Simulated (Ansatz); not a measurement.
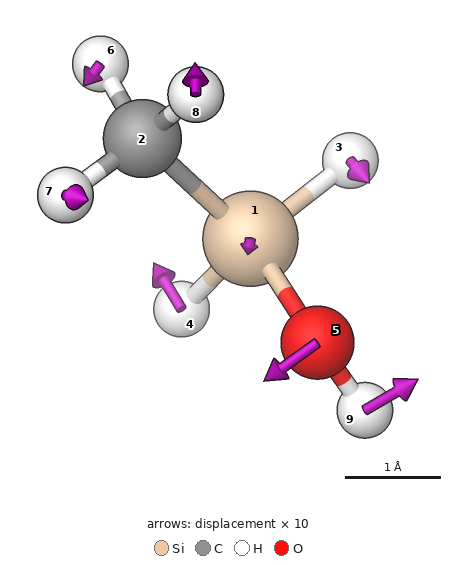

A relaxation of CH6OSi. The starting structure is drawn; purple arrows show the displacements, magnified 10 times. The two geometries are superimposed by the best rigid fit.

A ball-and-stick model, seen from a free direction.

It is one of the separated reactants of a reaction.

The calculation used Ansatz, RKS PBE0-D4/def2-TZVP.

Input
```yaml
crystal:
  periodic: [false, false, false]
  atoms:
    - {symbol: Si, position_ang: [0.036830, 0.935032, 1.176831]}
    - {symbol: C, position_ang: [-0.739772, -0.743416, 1.219065]}
    - {symbol: H, position_ang: [1.484880, 0.868599, 1.525617]}
    - {symbol: H, position_ang: [-0.606419, 1.876198, 2.140247]}
    - {symbol: O, position_ang: [-0.148053, 1.526030, -0.366396]}
    - {symbol: H, position_ang: [-0.586425, -1.210832, 2.195196]}
    - {symbol: H, position_ang: [-1.814376, -0.681422, 1.032941]}
    - {symbol: H, position_ang: [-0.286240, -1.372251, 0.447696]}
    - {symbol: H, position_ang: [0.069056, 2.448897, -0.502743]}
basis:
  gaussian: {orbitals: def2-TZVP}
hamiltonian: {xc: pbe0, dispersion: d4}
relax: {f_tol: 0.005, max_steps: 200}
```

Command:
```bash
ansatz run in.yaml --threads 4 --pin off --events-out ev --progress --plain --max-ram 9574MiB
```

Q: Describe the change and its energy.

A: The atom that moves furthest after the best rigid fit is O5 (0.072 Å). Largest moves by element: O 0.072 Å, H 0.070 Å, Si 0.019 Å, C 0.008 Å. Some distances before and after: Si1–O5 1.663 → 1.652 Å, Si1–C2 1.850 → 1.855 Å. Over 8 geometry steps the energy falls by 0.007 eV. Largest force component: 0.35 eV/Å at the start, 0.00076 eV/Å at the end. The forces were under the threshold at step 6, but the run went on from there.
